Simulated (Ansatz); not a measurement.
## LuAs (Fm-3m): phonon-mediated transition temperature

Wanted: λ, ω_log and Tc of LuAs (Fm-3m). The cell shown first is a relaxed one, from steps not shown here.

Calculated with Ansatz 0.2.0; DFT PBEsol, scalar-relativistic, plane waves, PAW.

**1. The cell after earlier relaxation steps**

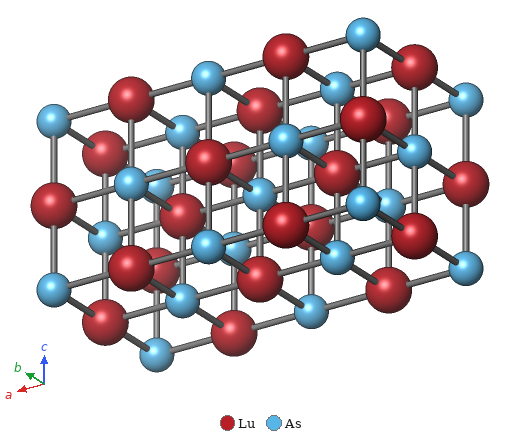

Start, viewed from a free direction; lutetium red, arsenic blue. 2×1×1 cells are drawn. This picture shows the conventional cell, with its axes. Some periodic images of atoms are drawn too.

**2. Resistivity: q 2×2×2, k 8×8×8, scattering 12×12×12**

The run that gives the couplings also evaluates McMillan's and Allen and Dynes's formulas and, where asked, the Eliashberg equations, over a range of μ*.

Input file input.yaml:

```yaml
crystal:
  lattice:
    - [0.0, 2.8047991488, 2.8047991488]
    - [2.8047991488, 0.0, 2.8047991488]
    - [2.8047991488, 2.8047991488, 0.0]
  atoms:
    - { symbol: Lu, position: [0.5, 0.5, 0.5] }
    - { symbol: As, position: [0.0, 0.0, 0.0] }
kpoints:
  mp_grid: { grid: [8, 8, 8] }
hamiltonian:
  xc: pbesol
scf:
  occupations: { method: methfessel_paxton, width: 0.2 }
output:
  eigenvalues: true
phonons:
  method: dfpt
  qmesh: [2, 2, 2]
  temperatures: { t_max: 1000, t_step: 50 }
  qpath:
    path:
      - [[0.0, 0.0, 0.0], [0.5, 0.0, 0.5], [0.625, 0.25, 0.625]]
      - [[0.375, 0.375, 0.75], [0.0, 0.0, 0.0], [0.5, 0.5, 0.5], [0.5, 0.25, 0.75], [0.5, 0.0, 0.5]]
    npoints: 10
  electrical_resistivity:
    mesh: [12, 12, 12]
    temperatures: [20.0, 50.0, 77.0, 100.0, 150.0, 200.0, 300.0, 400.0, 600.0, 800.0]
  superconductivity: { mesh: [12, 12, 12] }
```

Command:

```sh
ansatz run input.yaml --threads 4 --pin off --max-ram 10240MiB --backend cpu --events-out ev --progress --plain --runs-dir out
```

Numbers of over 12 decimals in the logs are rounded to 6 here.

What it wrote:

```text
Engine: ansatz 0.2.0, aarch64-unknown-linux-gnu
Pseudopotentials: kind: paw
Pseudopotential: Lu, paw, valence charge 25, recommended cutoff 420 eV (normal), Lu.paw.azcp
Pseudopotential: As, paw, valence charge 15, recommended cutoff 420 eV (normal), As.paw.azcp
Functional definition: PBEsol
  exchange = pbesol_x
  correlation = pbesol_c
Crystal: 2 atoms, lattice volume = 44.130 Å³
Basis set: ecut = 420 eV, 869 PW (Γ), exchange–correlation on 54×54×54 points (8 copies of the dense FFT grid, shifted against one another)
Bands: 24, of which v1, the nominal top of the filled ones, is band 20 counted from 1 (19 counted from 0)
Symmetry: 48 space group operations
k-points: 29 of 512
Non-local potential: Lu, projectors of the file, l = 0: 3, l = 1: 2, l = 2: 2, l = 3: 3
Non-local potential: As, projectors of the file, l = 0: 2, l = 1: 2, l = 2: 3, l = 3: 1
PAW form: soft (Blöchl's): semilocal exchange-correlation on the pseudo side does not see the compensation charge
PAW frozen core: Lu, regenerated for the run's functional, and the local potential with it (the file was generated under x = pbe(κ = 0.804, μ = 0.219515), c = pbe(β = 0.066725))
PAW frozen core: As, regenerated for the run's functional, and the local potential with it (the file was generated under x = pbe(κ = 0.804, μ = 0.219515), c = pbe(β = 0.066725))
PAW one-centre angular grid: Lu, 590 points (default); XC on 64 Gauss nodes
PAW one-centre angular grid: As, 590 points (default); XC on 64 Gauss nodes
Initial density: superposition of atomic densities (neutral atoms: chi_scale 0, normalization atom), corrected by the library's trained network
Initial wavefunctions: pseudopotential atomic-orbital guess
Functional: x = pbesol(κ = 0.804, μ = 0.123457), c = pbesol(β = 0.046)
SCF iter   1: F=—  HF=-19427.444262 eV  |F-HF|=—  |Δ(HF+E_count)|=         —  Δρ=1.56e-3  dr2=9.74e-4  ethr=1.77e-3  ⟨swp⟩=5.4  Hψ=3276  notcnv=0
preconditioner: auto → none  [insulator: Δε(μ)=0.271 eV  Ē_g=19.575 eV  σ=0.200 eV  W_gap=0.62  n_scr=14 (ndim 8)  ℏωp=34.5 eV  f_vac=0.000  D(μ)=0.26/eV (n_scr^D=0)  ε∞_Penn≈4.1]
SCF iter   2: F=—  HF=-19427.441782 eV  |F-HF|=—  |Δ(HF+E_count)|=   2.48e-3  S|Δr|=    0.00e0  Δρ=8.01e-4  dr2=1.02e-4  ethr=2.44e-6  ⟨swp⟩=3.4  Hψ=2173  notcnv=0
SCF iter   3: F=—  HF=-19427.441728 eV  |F-HF|=—  |Δ(HF+E_count)|=   5.39e-5  S|Δr|=    0.00e0  Δρ=4.64e-4  dr2=5.22e-5  ethr=2.54e-7  ⟨swp⟩=3.1  Hψ=1579  notcnv=0
SCF iter   4: F=—  HF=-19427.441728 eV  |F-HF|=—  |Δ(HF+E_count)|=   3.61e-7  S|Δr|=    0.00e0  Δρ=2.25e-4  dr2=1.26e-5  ethr=1.30e-7  ⟨swp⟩=2.4  Hψ=1428  notcnv=0
SCF iter   5: F=—  HF=-19427.441729 eV  |F-HF|=—  |Δ(HF+E_count)|=   1.30e-6  S|Δr|=    0.00e0  Δρ=5.45e-5  dr2=5.54e-7  ethr=3.15e-8  ⟨swp⟩=2.2  Hψ=1161  notcnv=0
SCF iter   6: F=—  HF=-19427.441730 eV  |F-HF|=—  |Δ(HF+E_count)|=   1.06e-6  S|Δr|=    0.00e0  Δρ=8.48e-6  dr2=1.49e-8  ethr=1.38e-9  ⟨swp⟩=2.3  Hψ=1277  notcnv=0
SCF iter   7: F=—  HF=-19427.441730 eV  |F-HF|=—  |Δ(HF+E_count)|=   2.86e-9  S|Δr|=    0.00e0  Δρ=9.93e-7  dr2=1.88e-10  ethr=3.73e-11  ⟨swp⟩=2.7  Hψ=1389  notcnv=0
SCF iter   8: F=—  HF=-19427.441730 eV  |F-HF|=—  |Δ(HF+E_count)|=  9.46e-11  S|Δr|=    0.00e0  Δρ=1.89e-7  dr2=4.66e-12  ethr=1.00e-12  ⟨swp⟩=7.6  Hψ=5599  notcnv=0
SCF iter   9: F=-19427.441730 eV  HF=-19427.441730 eV  |F-HF|=3.64e-12  |Δ(HF+E_count)|=  3.64e-12  S|Δr|=    0.00e0  Δρ=4.34e-8  dr2=2.97e-13  ethr=1.00e-12  ⟨swp⟩=6.5  Hψ=3825  notcnv=0
SCF 1 converged in 9 iterations: F = -19427.441730 eV  dr2 = 2.97e-13
  greatest PAW one-centre occupation: 0.999 electrons in one spin orbital (limit 2), on the As atom at site 1 (counted from 0), in its partial waves of l = 2
Initial density: read from a saved state, or passed on in memory by an earlier SCF of this step, an earlier step, the calling program or the single point that the run made first
iter 1 solved again at ethr=1.99e-9 eV; its pass at ethr=3.10e-3 eV (dr2=7.94e-7 eV) is discarded
[...]
eigensolver tolerance schedule: the retry pair's looser diagonalisation over-reported the residual by 171702.81 of it (diagonalisation noise at 0.12 of the residual, at the tolerance the schedule requests for it); recorded, not acted on — ethr = c·dr2/N_el stays at c = 1.0e-1
preconditioner: auto → none  [insulator: Δε(μ)=0.283 eV  Ē_g=12.967 eV  σ=0.200 eV  W_gap=0.61  n_scr=14 (ndim 8)  ℏωp=29.6 eV  f_vac=0.000  D(μ)=0.27/eV (n_scr^D=0)  ε∞_Penn≈6.2]
SCF iter   2: F=-19427.441730 eV  HF=-19427.441730 eV  |F-HF|=0.00e0  |Δ(HF+E_count)|=   4.65e-7  S|Δr|=    0.00e0  Δρ=8.87e-8  dr2=1.72e-12  ethr=1.00e-12  ⟨swp⟩=8.7  Hψ=4301  notcnv=0
SCF 2 converged in 2 iterations: F = -19427.441730 eV  dr2 = 1.72e-12
phonons: the bands overlap, so this run is a metal and interpolates without the dipole-dipole term. If the crystal is really an insulator or semiconductor, its LO-TO splitting is missing
NSCF: frozen V_eff on 29 k-points
NSCF: frozen V_eff on 59 k-points
DFPT response loops at q = (0, 0, 0) (fractional): preconditioner auto → Kerker (q_TF=auto, 2.684 Å⁻¹) (partly filled bands, converged f_vac=0.000); β = 1.00, the filter's whole step (`scf.mixing.beta` (0.50) is not read by the response loops under this deck's `scf.mixing.preconditioner`; to damp them name `kerker` or `kerker_dos`, under which they read `scf.mixing.beta`, and type it under 1.00, their step now; both keys bind the ground state too); Broyden in place of MSR1
NSCF: frozen V_eff on 300 k-points
DFPT response loops at q = (0, 0, -0.5) (fractional): mixed as the last ones told, above
NSCF: frozen V_eff on 190 k-points
DFPT response loops at q = (0, -0.5, -0.5) (fractional): mixed as the last ones told, above
SCF iter   1: F=—  HF=-19427.444262 eV  |F-HF|=—  |Δ(HF+E_count)|=         —  Δρ=1.56e-3  dr2=9.74e-4  ethr=1.77e-3  ⟨swp⟩=5.4  Hψ=3276  notcnv=0
SCF iter   2: F=—  HF=-19427.441782 eV  |F-HF|=—  |Δ(HF+E_count)|=   2.48e-3  S|Δr|=    0.00e0  Δρ=8.01e-4  dr2=1.02e-4  ethr=2.44e-6  ⟨swp⟩=3.4  Hψ=2173  notcnv=0
SCF iter   3: F=—  HF=-19427.441728 eV  |F-HF|=—  |Δ(HF+E_count)|=   5.39e-5  S|Δr|=    0.00e0  Δρ=4.64e-4  dr2=5.22e-5  ethr=2.54e-7  ⟨swp⟩=3.1  Hψ=1579  notcnv=0
SCF iter   4: F=—  HF=-19427.441728 eV  |F-HF|=—  |Δ(HF+E_count)|=   3.61e-7  S|Δr|=    0.00e0  Δρ=2.25e-4  dr2=1.26e-5  ethr=1.30e-7  ⟨swp⟩=2.4  Hψ=1428  notcnv=0
SCF iter   5: F=—  HF=-19427.441729 eV  |F-HF|=—  |Δ(HF+E_count)|=   1.30e-6  S|Δr|=    0.00e0  Δρ=5.45e-5  dr2=5.54e-7  ethr=3.15e-8  ⟨swp⟩=2.2  Hψ=1161  notcnv=0
SCF iter   6: F=—  HF=-19427.441730 eV  |F-HF|=—  |Δ(HF+E_count)|=   1.06e-6  S|Δr|=    0.00e0  Δρ=8.48e-6  dr2=1.49e-8  ethr=1.38e-9  ⟨swp⟩=2.3  Hψ=1277  notcnv=0
[...]
q = [0.0000, -0.5000, -0.5000] (star 3, 4 solved perturbations in 308 linear systems a pass and spin channel, the states on 95 of 512 k-point pairs; hermiticity 3.09e-8, symmetrization 2.24e-12): 72.93 72.93 88.62 175.59 175.59 197.85
  sum rule: each row above includes the acoustic sum rule's correction from the zone centre's row sums; it moved no ω² by more than (0.35 cm⁻¹)²
  mesh force constants: q→R imaginary residual 3.48e-17; ASR residual 3.450e-5 → 0.000e0 eV/Å²; symmetrization residual 8.882e-15 eV/Å²
  interpolated dispersion: 62 rows × 6 modes
  density of states and harmonic sums: on the 20×20×20 q-mesh, interpolated from the force constants of a 2×2×2 supercell (no non-analytic term)
  largest difference from the sums on the solved wave vectors: F 7.81e-2 eV, S 1.10e-4 and C_V 3.23e-5 eV/K
  zero-point energy: 0.050967 eV/cell   skipped modes (ω ≤ 0): 3   left out of the sums: 6.25e-5 of the cell's modes: C_V's classical limit lies that fraction below 3 k_B per atom; for a crystal, a wire or a layer, F and S can be off by more, and a phonons.interpolated_qmesh denser along its periods is the remedy for the sampling
--- Electrical resistivity: potentials and phonons of a 2×2×2 supercell ---
  scattering by harmonic phonons alone, with no dipole-dipole term; scattering by other electrons, impurities, surfaces and spin disorder is left out, and so is spin–orbit coupling
  the resistivity is that of a variational response, whose dependence on the energy is improved iteratively
  at the Fermi level of each mesh (of a tensor a third of its trace):
           mesh   spin    states/(eV spin)  plasma energy (eV)         λ      λ_tr    ħω_log (meV)
       12×12×12                     0.1072              2.6763    0.1055    0.1126          17.863
          6×6×6                     0.1399              2.2335    0.1258    0.1279          19.080
          3×3×3                     0.1821              1.9473    0.1062    0.1150          18.256
  resistivity on the deck's mesh, µΩ·cm:
     T (K)       trace/3  mesh converged            xx            yy            zz    lowest order   relaxation time
     20.00     3.6058e-2              no     3.6058e-2     3.6058e-2     3.6059e-2       5.7691e-2         4.6039e-2
     50.00     6.3895e-1              no     6.3895e-1     6.3895e-1     6.3896e-1       8.8593e-1         6.4211e-1
     77.00      2.1145e0              no      2.1145e0      2.1145e0      2.1145e0        2.5373e0          2.0409e0
    100.00      3.7712e0              no      3.7711e0      3.7711e0      3.7712e0        4.1953e0          3.6027e0
    150.00      7.5055e0              no      7.5055e0      7.5055e0      7.5055e0        7.8379e0          7.1266e0
    200.00      1.1050e1              no      1.1050e1      1.1050e1      1.1050e1        1.1348e1          1.0482e1
    300.00      1.7763e1              no      1.7763e1      1.7763e1      1.7763e1        1.8102e1          1.6850e1
    400.00      2.4264e1              no      2.4264e1      2.4264e1      2.4264e1        2.4701e1          2.3023e1
    600.00      3.7046e1              no      3.7046e1      3.7046e1      3.7046e1        3.7762e1          3.5156e1
    800.00      4.9627e1              no      4.9627e1      4.9627e1      4.9627e1        5.0711e1          4.7078e1
  mean free path at 20 K (of a tensor a third of its trace): 17412 nm by what each carries, 14787 by the Fermi surface alone
  mean free path at 50 K (of a tensor a third of its trace): 1076 nm by what each carries, 834 by the Fermi surface alone
  mean free path at 77 K (of a tensor a third of its trace): 309 nm by what each carries, 252 by the Fermi surface alone
  mean free path at 100 K (of a tensor a third of its trace): 166 nm by what each carries, 141 by the Fermi surface alone
  mean free path at 150 K (of a tensor a third of its trace): 79.2 nm by what each carries, 71.0 by the Fermi surface alone
  mean free path at 200 K (of a tensor a third of its trace): 52.7 nm by what each carries, 48.3 by the Fermi surface alone
  mean free path at 300 K (of a tensor a third of its trace): 32.3 nm by what each carries, 30.0 by the Fermi surface alone
  mean free path at 400 K (of a tensor a third of its trace): 23.5 nm by what each carries, 22.0 by the Fermi surface alone
  mean free path at 600 K (of a tensor a third of its trace): 15.2 nm by what each carries, 14.4 by the Fermi surface alone
  mean free path at 800 K (of a tensor a third of its trace): 11.2 nm by what each carries, 10.7 by the Fermi surface alone
  the resistivity times a path that all electrons share, by the Fermi surface of the deck's mesh alone (a third of the trace): 5.332e-15 Ω·m²
  not converged in the mesh (λ; λ_tr; the resistivity at 20 K by 10.88 %; the resistivity at 50 K by 46.39 %; the resistivity at 77 K by 56.13 %; the resistivity at 100 K by 58.80 %; the resistivity at 150 K by 61.00 %; the resistivity at 200 K by 61.56 %; the resistivity at 300 K by 61.02 %; the resistivity at 400 K by 59.62 %; the resistivity at 600 K by 55.94 %; the resistivity at 800 K by 52.08 %): between neighb [...]
  vibrations of 8 cells: unjudged by the run; compare a larger repeat
  the changes of the potential over all sites missed a rigid shift's by 0.00 % (the site terms' by 0.03 %)
  at the force constants' own smearing the fine mesh and the k-points of their solves give squared frequencies that differ by 2.3 % of the larger at the most, at (0, -0.5, -0.5)
--- Superconductivity: potentials and phonons of a 2×2×2 supercell ---
           mesh         λ    ħω_log (meV)  μ* declared at (meV)
       12×12×12    0.1055          17.863               20.251
          6×6×6    0.1258          19.080               20.777
          3×3×3    0.1062          18.256               19.408
  λ by the species' shares of the modes' patterns: Lu 0.0356, As 0.0700
  with the Fermi level up to 25.6 meV (the hardest mode) off, states and modes as they are: density of states 0.1069 to 0.1085 /eV of one spin and cell, λ 0.1043 to 0.1075
  transition temperature on the deck's mesh (K), isotropic and anisotropic, restricted to the Fermi surface (FSR) and over the full bandwidth (FBW), and the last with the density of states resolved in a narrower window:
        μ*   McMillan   Allen–Dynes      iso. FSR      iso. FBW    aniso. FSR    aniso. FBW  narrow window
      0.08      0.000         0.000    none_found    none_found    none_found    none_found     none_found
      0.10          -             -    none_found    none_found    none_found    none_found     none_found
      0.12          -             -    none_found    none_found    none_found    none_found     none_found
      0.13          -             -    none_found    none_found    none_found    none_found     none_found
      0.14          -             -    none_found    none_found    none_found    none_found     none_found
      0.16          -             -    none_found    none_found    none_found    none_found     none_found
      0.20          -             -    none_found    none_found    none_found    none_found     none_found
  none_found: no transition down to 0.1 K
  isotope coefficients −∂ln Tc/∂ln M under μ* = 0.13, the force constants as they are, of the isotropic transitions restricted to the Fermi surface and over the full bandwidth: Lu - and -, As - and -
  not converged in the mesh (λ): between neighbouring meshes, the two finest first, λ moves by 19.20 % and 15.58 % and the anisotropic transition temperature over the full bandwidth at μ* = 0.13 by nothing (neither mesh has one) and nothing (neither mesh has one); converged means that the two finest part by at most 2.00 % and 5.00 %
  vibrations of 8 cells: unjudged by the run; compare a larger repeat
  the changes of the potential over all sites missed a rigid shift's by 0.00 % (the site terms' by 0.03 %)
  at the force constants' own smearing the fine mesh and the k-points of their solves give squared frequencies that differ by 2.3 % of the larger at the most, at (0, -0.5, -0.5)
[key lines of the parts left out:]
SCF converged after 9 iterations
Free energy (F): -19427.441730 eV
Fermi energy:    13.874010 eV
```

Wall time 67 s (4 threads of Arm Neoverse V1, shared host); peak memory 1.5 GiB; 4.2 min of CPU time.

The column dr2 measures how far the density is from self-consistency, as an energy; F and HF (Harris–Foulkes) agree once it is small.

This step gave:

* volume per atom: 22.07 Å³
* metallic on mesh: yes
* gap on the k-mesh: 0 eV
* zero point energy: 0.05097 eV/cell
* share of imaginary modes in the plain interpolation between solved wavevectors: 0
* highest frequency, solved or plainly interpolated: 200.5 cm⁻¹
* Debye temperature (second moment): 269 K
* resistivity at 300 K: 17.76 μΩ cm
* coupling constant λ: 0.1055
* density of states at the Fermi level: 0.1072 states/eV a spin and cell
* log mean phonon energy ħω_log: 17.86 meV
* transport coupling constant λ_tr: 0.1126, 0.1126, 0.1126 (xx, yy, zz)
* Drude plasma energy: 2.676, 2.676, 2.676 eV (xx, yy, zz)
* resistivity times mean free path: 53.32, 53.32, 53.32 × 10⁻¹⁶ Ω m² (xx, yy, zz)
* second-moment phonon energy ħω₂: 20.25 meV
* coupling λ by branch: 0.00634, 0.00652, 0.012, 0.0406, 0.0219, 0.0182 (branches by rank of frequency)

An empty cell: under 1 mK by a formula, or no transition down to the floor of the Eliashberg search. Transition temperatures:

```csv
μ*,McMillan Tc (K),Allen–Dynes Tc (K)
0.08,-,-
0.1,-,-
0.12,-,-
0.13,-,-
0.14,-,-
0.16,-,-
0.2,-,-
```

[end of part 1 of 2]

[Logs are printed without paths, hosts, clocks, repeated set-up lines and the standing remarks that a program may print on its own settings, such as how far it seeks lower states.]

[Hosts, paths, dates, database ids (printed as entryN), source tags and the programs' standing remarks are cut or masked in the printed files.]
